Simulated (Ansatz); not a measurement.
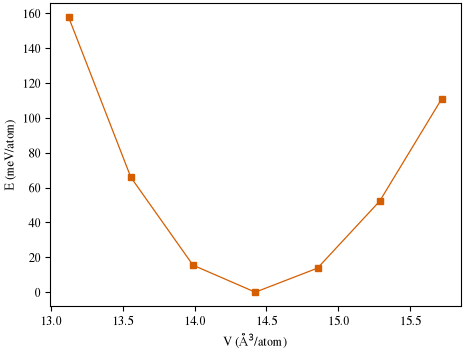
Fig. 1. MoIr₃ (Cu3Au type, Pm-3m) under volume change, r²SCAN (plane waves, PAW; program Ansatz), scaled uniformly.

### Question
What does a third-order Birch–Murnaghan fit give for V₀, B₀ and B′?

### Answer
V₀ = 14.42 Å³/atom, B₀ = 360 GPa, B′ = 4.8.

The cell is a constructed one: a structure type filled with these elements; neither database checked (COD, Materials Project) lists it. COD files the formula under space group No. 194. Its standing as an ambient phase is unchecked. The cell was relaxed with r²SCAN under the symmetry of its start; its stability against distortions is not shown here. The run is not spin-polarised. Scalar-relativistic: spin–orbit coupling is off unless named, which matters more the heavier the elements.

Potentials: the earlier of the program's two PAW sets.
